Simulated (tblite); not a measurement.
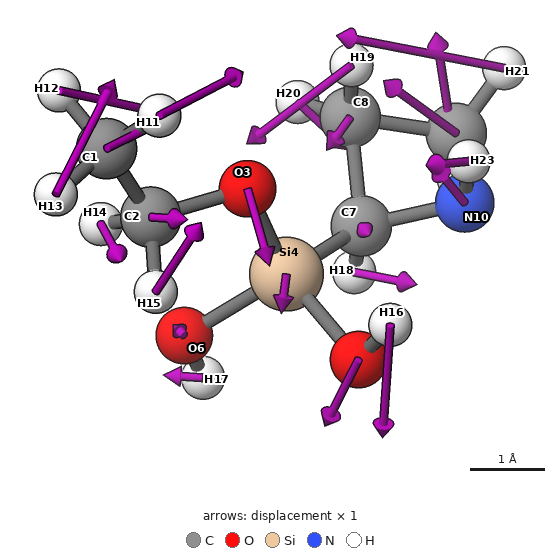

A relaxation of C5H13NO3Si. The starting structure is drawn; purple arrows show the displacements, at their true length. The two geometries are superimposed by the best rigid fit.

A ball-and-stick model, seen from a free direction.

Level of theory: GFN2-xTB geometry optimisation, gas phase (tblite). 

Atoms of which element are displaced furthest, and by how much?

Answer. Hydrogen: up to 2.91 Å, against 1.68 Å for carbon.

What did the optimiser do to the structure, and how much energy did it gain?

Answer. Over 287 geometry steps the energy falls by 43.2 kcal/mol. An H atom moves most after the best rigid fit: 2.91 Å. By element the largest moves are H 2.91 Å, C 1.68 Å, O 1.32 Å, N 0.96 Å, Si 0.56 Å. Some distances before and after: O–Si 1.741 → 1.632 Å, C–Si 1.835 → 1.912 Å, O–Si 1.691 → 1.623 Å, C–H 1.139 → 1.087 Å. Bond angles that change, for instance: C–O–Si 107.3° → 129.8°, Si–O–H 108.2° → 119.5°, H–C–H 117.2° → 108.7°. Groups turn about C–O by about 100°, C–Si by about 65°, C–N by about 50°.
